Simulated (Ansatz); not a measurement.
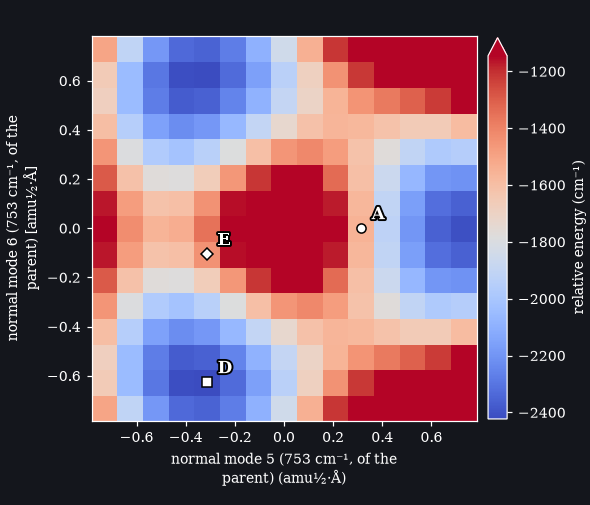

ClGaH₃, spin multiplicity 2. Coordinates scanned: (1) normal mode 5 (753 cm⁻¹, of the parent); (2) normal mode 6 (753 cm⁻¹, of the parent). Nothing is relaxed (straight displacements along the two mass-weighted modes). The scan uses a 15 × 15 grid; 120 points were computed and 105 follow by symmetry. Points are written as (first, second). Energies: cm⁻¹, counted from the ion of charge +0 at the geometry of the relaxed parent of charge -1. Near the degeneracy a single determinant is a rough description. All numbers below come from UKS PBE0-D4/def2-SVPD (Ansatz).

The picture shows one coloured cell a grid point, one colour for all values above the top of the scale, lettered points.

Is D the lowest point of the computed grid?

Answer. Yes. D, at (−0.313 amu½·Å, −0.627 amu½·Å), has the lowest energy of the grid.

What kind of point is each of A, D, E: minimum, saddle, maximum or slope?

Answer. A: on a slope; D: minimum; E: on a slope. (In these two coordinates alone; a stationary point may lie a little off the grid point.)
